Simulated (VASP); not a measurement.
Band structure of Si₂Ni (relaxed from the AlB2 structure, space group P6/mmm). Method: r2SCAN meta-GGA, VASP's PBE PAW potentials (set 64) (plane waves; VASP 6.6.1).

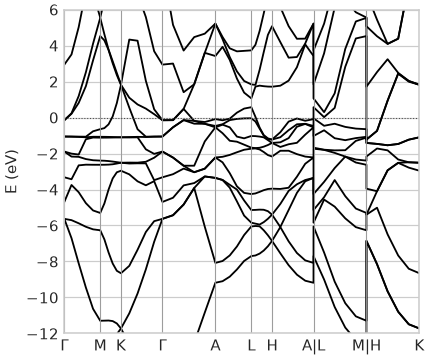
*Bands along high-symmetry lines, zero at the valence-band maximum or, without a gap, the Fermi level*

**Question.** Read the plot: is there a gap, and where are the band edges?

**Answer.** It has no gap at this level: it comes out as a metal or semimetal.

The structure was generated: Si2Ni was put into the AlB2 type (P6/mmm), which need not be its known phase. It was relaxed first, which changed the volume by -48 %. The run is not spin-polarised, so no magnetic state was tried.
